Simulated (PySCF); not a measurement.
C$_{5}$H$_{6}$GaN

| atom | x (Å) | y (Å) | z (Å) |
| --- | --- | --- | --- |
| C | -2.9567 | 1.1875 | 1.5640 |
| C | -1.8175 | 1.0407 | 1.2140 |
| C | -0.4548 | 0.7808 | 0.8138 |
| C | -0.4405 | 0.1021 | -0.6008 |
| C | -0.3873 | -1.2525 | -0.1695 |
| N | -0.2877 | -2.2139 | 0.4705 |
| Ga | 0.1447 | -0.7669 | 2.1291 |
| H | -3.9509 | 1.3649 | 1.8492 |
| H | 0.0954 | 1.7271 | 0.7658 |
| H | -1.3253 | 0.3300 | -1.2002 |
| H | 0.4615 | 0.3566 | -1.1616 |
| H | -0.8965 | -1.2331 | 3.1668 |
| H | 1.6546 | -1.1045 | 2.3112 |

Geometry: GFN2-xTB.

These are results of PySCF 2.14.0, CAM-B3LYP/def2-SVPD, SCF density, gas phase, not measurements.

What will maps of the electron density and electron localisation function show?

Answer. C–C (1.20 Å): ρ at the midpoint is about 2.7 e/Å³; the ELF peaks at about 0.85 between the atoms: a short, multiple covalent bond.
C–Ga (2.12 Å): the density is about 0.63 e/Å³ at the midpoint; the ELF peaks at about 0.95 in the valence shell of C, 0.7 Å from its nucleus, and is about 0.60 at the midpoint.
C–H (1.05 Å): ρ at the midpoint is about 2.1 e/Å³; the ELF climbs to about 1 towards the hydrogen, as it does in any bond to H (an ordinary covalent bond to hydrogen).

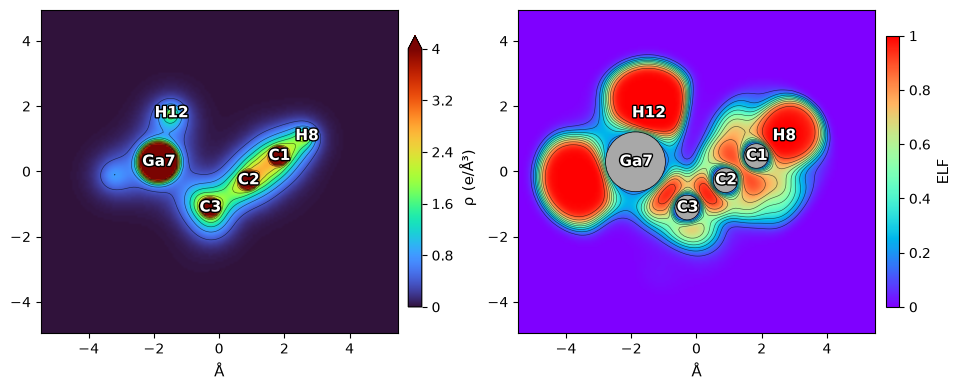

Computed electron density and electron localisation function on the plane of atoms C2, C3 and Ga7, in this order. Grey discs cover the atomic cores in the ELF map. 
